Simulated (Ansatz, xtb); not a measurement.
# Ligand exchange: C2HF + SnH3(NH2) → C2H3N + SnH3F

Species: C2HF (fluoroacetylene) `C#CF`, singlet; SnH3(NH2), singlet; C2H3N `C#CN`, singlet; SnH3F `[F][SnH3]`, singlet. The partners trade F for NH2: C–F and Sn–NH2 bonds give way to C–NH2 and Sn–F.

Shapes, held fixed at every level: PBE0-D4/def2-TZVP. Programs: Ansatz 0.2.0, xtb 6.7.1. The zero-point and thermal change to 298 K, harmonic and unscaled (PBE0-D4/def2-TZVP), is +1.1 kJ/mol.

```tsv
level	kind	ΔH(298 K) (kJ/mol)	less CCSD(T)/def2-TZVPP
GFN0-xTB	semi-empirical	-93.2	+43.6
SPW92/def2-TZVPP	LDA	-141.2	-4.4
B3LYP-D4/def2-TZVPP	global hybrid	-149.9	-13.1
r2SCAN0-D4/def2-TZVPP	global hybrid	-150.7	-13.9
MP2/def2-TZVPP	perturbation theory	-141.5	-4.7
CCSD(T)/def2-SVP	coupled cluster or CI	-139.5	-2.7
CCSD/def2-SVP	coupled cluster or CI	-142.3	-5.5
CCSD/def2-TZVPP	coupled cluster or CI	-138.9	-2.1
CCSD(T)/def2-TZVPP	coupled cluster or CI	-136.8	0.0
```

The highest level, CCSD(T)/def2-TZVPP, gives ΔH(298 K) = -136.8 kJ/mol; the levels span -150.7 to -93.2. The column of differences is taken from that level and isn't an error. No measured value is set beside it here. For atoms past krypton def2 sets carry core potentials with scalar relativity. Correlated rows may include outer-core shells of Sn, which these sets cover unevenly.

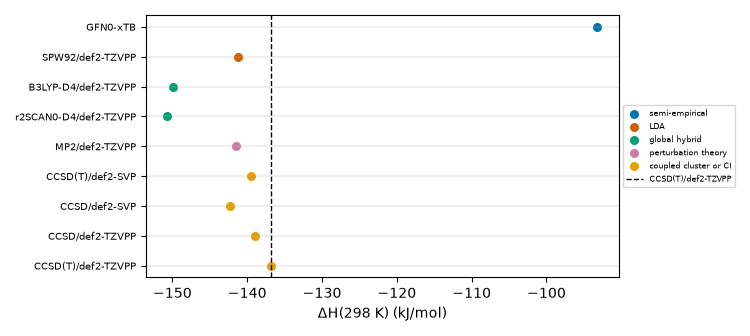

The values of the table, level by level.
